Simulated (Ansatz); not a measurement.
**Ge3H10N···GeH5O: density, localisation and related maps**

```xyz
21

Ge   -1.5531    0.1178    0.0826
Ge    2.3603   -0.3735   -0.6781
Ge   -0.8657   -0.7804    2.2332
Ge   -1.4900   -1.4172   -1.8026
H    -2.9482    0.7739    0.1916
H     0.3648    1.7898    0.5680
N    -0.4509    1.6655   -0.3252
H     1.8462    0.7938    0.7429
O     1.2706    1.5766    1.4463
H     2.2245   -1.9233   -0.5445
H     1.4046   -0.1448   -1.9294
H     3.7403   -0.2190   -1.3861
H    -0.9391    0.3105    3.3069
H    -1.9065   -1.8733    2.5481
H     0.5283   -1.3965    2.1374
H    -2.8644   -2.1099   -1.8334
H    -0.3824   -2.4545   -1.6229
H    -1.3020   -0.6180   -3.1006
H    -1.0112    2.4944   -0.4893
H     0.1085    1.4741   -1.1555
H     1.8655    2.3141    1.6109
```

A transition-state structure; geometry: PBE0-D4/def2-TZVP.

All numbers below come from RKS PBE0-D4/def2-TZVPP (Ansatz).

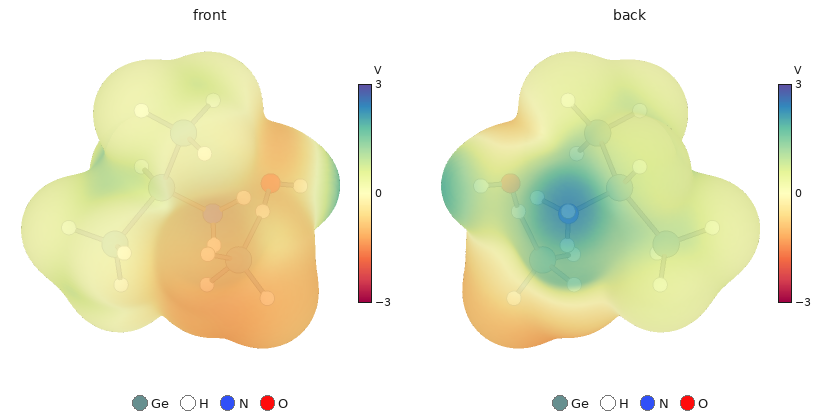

Figure 1. The molecular electrostatic potential painted on the density surface at 0.001 e/bohr³, seen from the front and from behind; the colour scale runs from red (negative) to blue (positive).

Q: Which sites attract a positive test charge, and which a negative one?

A: A positive charge is drawn to the negative regions and a negative charge to the positive ones. The most negative region (about −1.2 V, or −28 kcal/mol for a unit charge) lies over H10, the most positive (about +2.2 V, or +51 kcal/mol for a unit charge) over H19.

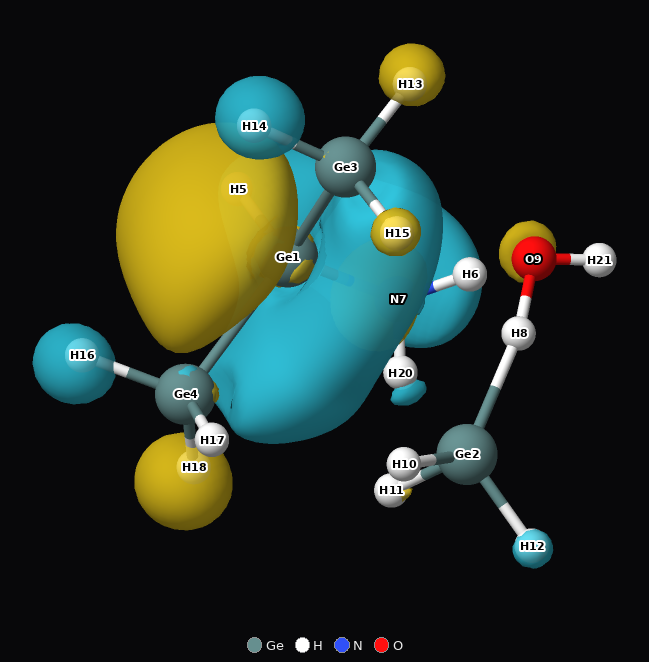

Figure 2. One frontier orbital at ±0.08 Å⁻³ᐟ² (yellow and cyan are the two phases), seen across its widest extent.

Q: Which orbital is it: HOMO or LUMO?

A: The LUMO, at −0.84 eV. It lies mainly on Ge1 (about 35 %), Ge4 (about 10 %), N7 (about 10 %), Ge3 (about 10 %) and H19 (about 10 %).

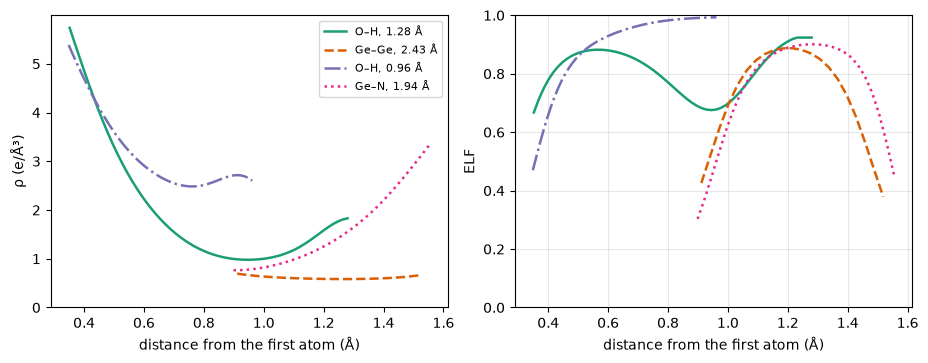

Figure 3. Total electron density and electron localisation function along straight lines between neighbouring atoms. The curves leave out the atomic cores.

Q: What can be read from the curves?

A: O9···H6 (1.28 Å): the density falls to about 0.98 e/Å³ on the way; the ELF peaks at about 0.90 between the atoms.
Ge–Ge (2.43 Å): ρ is about 0.59 e/Å³ halfway; the ELF peaks at about 0.90 between the atoms, as expected for localised, covalent bonding.
O–H (0.96 Å): ρ is about 3.8 e/Å³ halfway; the ELF climbs to about 1 towards the hydrogen, as it does in any bond to H; a covalent bond by its length.
Ge–N (1.94 Å): ρ at the midpoint is about 0.79 e/Å³; the ELF peaks at about 0.90 in the valence shell of N, 0.7 Å from its nucleus, and is about 0.55 at the midpoint.
